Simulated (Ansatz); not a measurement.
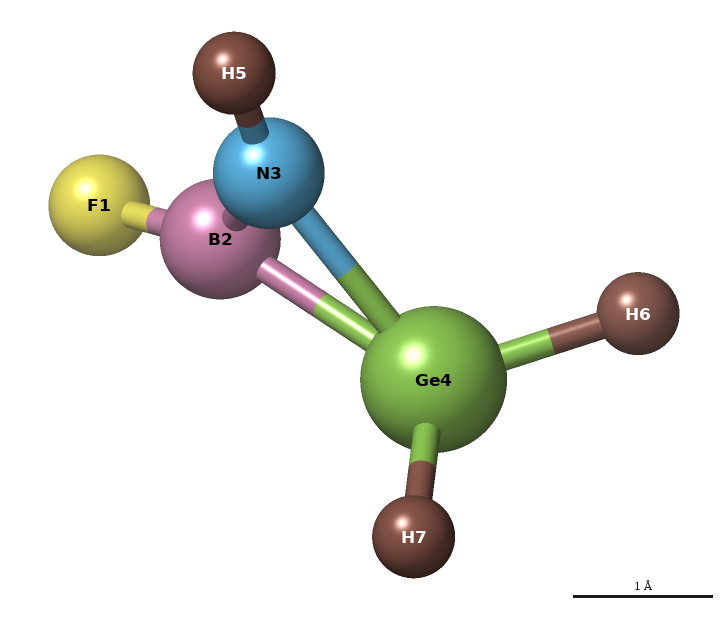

Atoms carry their numbers in the input. Computed geometry: PBE-D4/def2-SVP optimisation. No frequency run is at hand to confirm it as a minimum.

Which bond is the longest?

Answer. B2–Ge4, 2.024 Å.

What is the dihedral angle F1–B2–N3–Ge4?

Answer. 180° in size, that is anti.
